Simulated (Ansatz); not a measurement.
# ZnInGaO4 (R3m): how ε∞ follows the gap

The empty bands of ZnInGaO4 (R3m) are shifted up rigidly by Δ, and ε∞ along x is computed for each shift. x, y and z are the Cartesian axes of the input cell.

It takes space group R3m (No. 160, trigonal). Conventional cell: a = 3.361 Å, b = 3.361 Å, c = 26.140 Å, α = 90.00°, β = 90.00°, γ = 120.00°. In on site a has 6 O at 2.22 to 2.23 Å as nearest neighbours. Ga on site a has 5 O at 1.94 to 2.00 Å as nearest neighbours. Zn on site a is surrounded by 4 O at 2.01 to 2.02 Å. O on site a is surrounded by 1 Ga at 2.00 Å and 3 Zn at 2.02 Å. O on site a has 3 Ga at 1.94 Å as nearest neighbours. Around O on site a lie 1 Ga at 1.98 Å and 3 In at 2.23 Å. O on site a is surrounded by 1 Zn at 2.01 Å and 3 In at 2.22 Å.

Method: Ansatz 0.2.0, PBE, independent particles, k-mesh 8×8×8 with interpolation inside its cells, Gaussian parameter 0.1 eV.

Launch of the response step: `ansatz run input.yaml --threads 4 --pin off --max-ram 8192MiB --backend cpu --events-out ev --progress --plain --runs-dir out`. The series took 9.4 min in all, on 4 threads of Intel(R) Xeon(R) Processor @ 2.50GHz (Skylake/Cascade Lake) (shared host).

```tsv
Δ (eV)	ε∞ along x
0.00	4.808
0.40	4.571
0.80	4.375
1.20	4.208
1.60	4.062
2.00	?
```

With one effective transition at E₀ and fixed dipole strength, ε∞ − 1 = A/(E₀ + Δ), so 1/(ε∞ − 1) is linear in Δ.

Working, on the rows shown:

| x = Δ (eV) | y = 1/(ε∞ − 1) |
| --- | --- |
| 0 | 0.262605 |
| 0.4 | 0.280034 |
| 0.8 | 0.296296 |
| 1.2 | 0.311721 |
| 1.6 | 0.326584 |

Means: x̄ = 0.8, ȳ = 0.29545. Σ(x − x̄)(y − ȳ) = 0.06386, Σ(x − x̄)² = 1.6. Slope = 0.06386 / 1.6 = 0.03991; intercept = ȳ − slope · x̄ = 0.26352. Turned back into ε∞ along x, the line misses the rows shown by at most 0.013.

Problem. What does the fit predict for the withheld row, and how well does it do?

Solution. At x = 2 the line gives y = 0.34334, that is 3.913. The run gave 3.933, so the extrapolation is off by 0.02, 2 % of the range in the table.

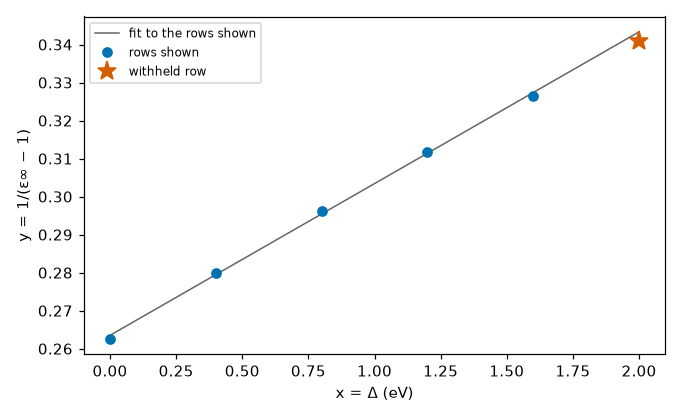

Refitted with all rows, the slope is 0.03906 and the intercept 0.26397. These give E₀ = intercept/slope = 6.8 eV, far above the least direct gap of 1.07 eV: most of the screening comes from transitions well over the edge. Over the first step ε∞ falls by 12 % per eV. Excitons are left out and so are local fields; PBE gaps are as a rule too small. Spin-orbit coupling is left out.

[Logs are printed without paths, hosts, clocks, repeated set-up lines and the standing remarks that a program may print on its own settings, such as how far it seeks lower states.]
